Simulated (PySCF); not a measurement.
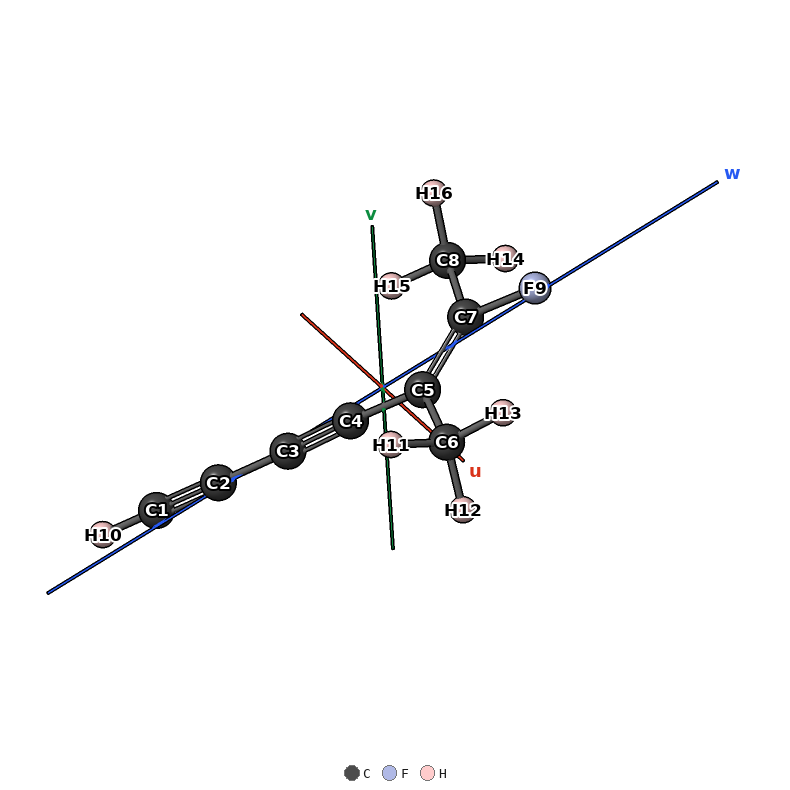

The lines u, v and w are the principal axes of the static dipole polarisability. The geometry was computed by an optimisation with GFN2-xTB. No frequency run is at hand to confirm it as a minimum. Level of theory: CAM-B3LYP/def2-SVPD (PySCF 2.14.0).

Along which axis is the molecule most polarisable, and along which least?

Most along w (nearly parallel to the C3–C4 bond), least along u.

Give the three principal values.

u 60.3, v 87.2, w 174.6 bohr³; mean 107.4, anisotropy 103.5 bohr³.
